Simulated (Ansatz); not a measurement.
```yaml
atoms:
  - { symbol: B, position_ang: [-0.0815, -0.7482, -0.0645] }
  - { symbol: O, position_ang: [0.0158, -1.2055, 1.2196] }
  - { symbol: H, position_ang: [-0.7814, -1.2572, 1.7202] }
  - { symbol: O, position_ang: [1.0459, -0.6572, -0.8036] }
  - { symbol: H, position_ang: [1.8212, -0.9290, -0.3379] }
  - { symbol: O, position_ang: [-1.2410, -0.3725, -0.6631] }
  - { symbol: H, position_ang: [-2.0274, -0.4369, -0.1479] }
  - { symbol: H, position_ang: [0.0770, 2.9757, 0.6219] }
  - { symbol: H, position_ang: [0.1732, 3.1129, 1.3345] }
```

Method: Ansatz 0.2.0, RHF/def2-mTZVP.

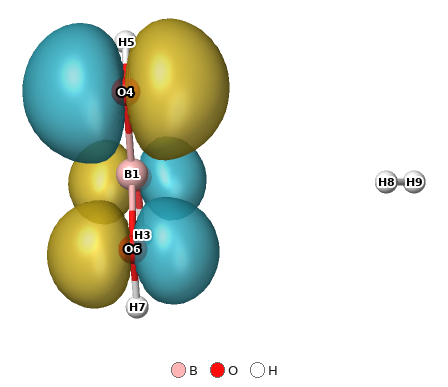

BH3O3···H2. The HOMO at ±0.1 Å⁻³ᐟ² (yellow and cyan are the two phases), seen at a tilt.

Question: Describe this orbital and give its energy.

Answer: Its weight (Hirshfeld) is mainly on O4 (about 60 %), O6 (about 20 %) and O2 (about 5 %). Its energy is −13.65 eV.
